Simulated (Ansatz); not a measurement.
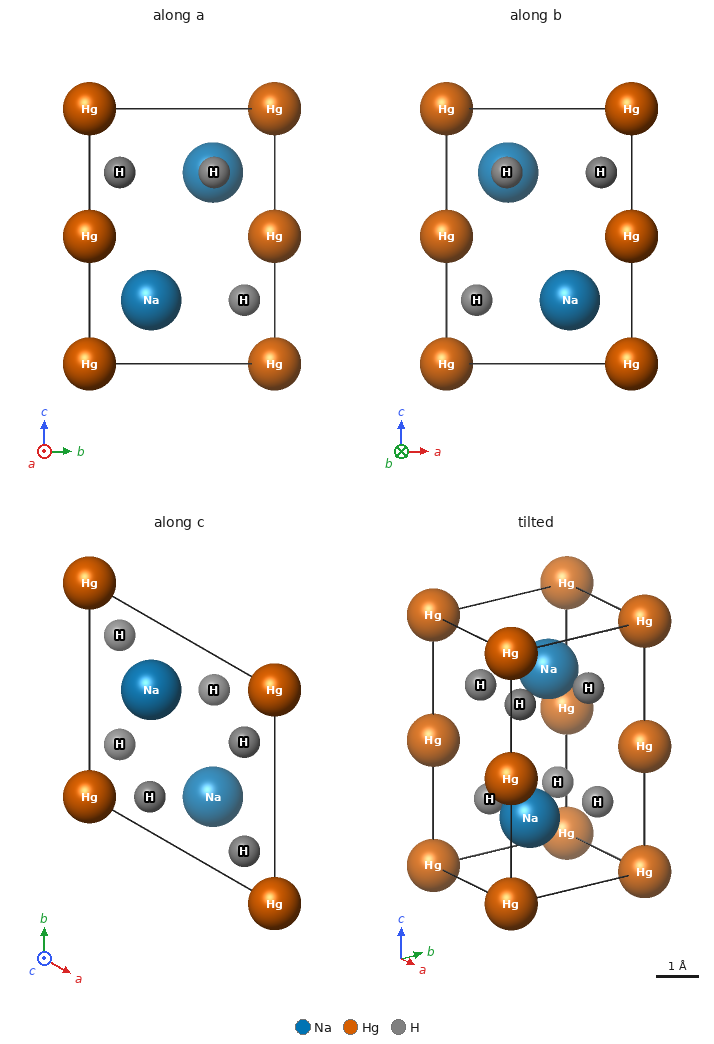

Shown here is a spheres-only view of the crystal, taken along the a axis, along the b axis, along the c axis and slightly off an axis. One conventional unit cell is framed, with atoms on its boundary repeated.

Lattice parameters: a = 5.0925 Å, b = 5.0925 Å, c = 6.0807 Å, α = 90.000°, β = 90.000°, γ = 120.000°.

**Reconstruct the structure as a CIF in P1 with every atom of the cell, with free fractional coordinates to two decimals.**

```cif
data_structure
_symmetry_space_group_name_H-M 'P 1'
_symmetry_Int_Tables_number 1
_cell_length_a 5.0925
_cell_length_b 5.0925
_cell_length_c 6.0807
_cell_angle_alpha 90.000
_cell_angle_beta 90.000
_cell_angle_gamma 120.000
_cell_volume 136.57
loop_
_atom_site_label
_atom_site_type_symbol
_atom_site_fract_x
_atom_site_fract_y
_atom_site_fract_z
_atom_site_occupancy
Na1 Na 0.3333 0.6667 0.75 1
Na2 Na 0.6667 0.3333 0.25 1
Hg1 Hg 0.00 0.00 0.00 1
Hg2 Hg 0.00 0.00 0.50 1
H1 H 0.84 0.67 0.75 1
H2 H 0.33 0.16 0.75 1
H3 H 0.84 0.16 0.75 1
H4 H 0.16 0.33 0.25 1
H5 H 0.67 0.84 0.25 1
H6 H 0.16 0.84 0.25 1
```

The structure comes from a structure type filled with these elements by a generator (whether the compound takes this form wasn't checked). Earlier steps of the study may have refined or changed the cell and positions. It went into a calculation with Ansatz.
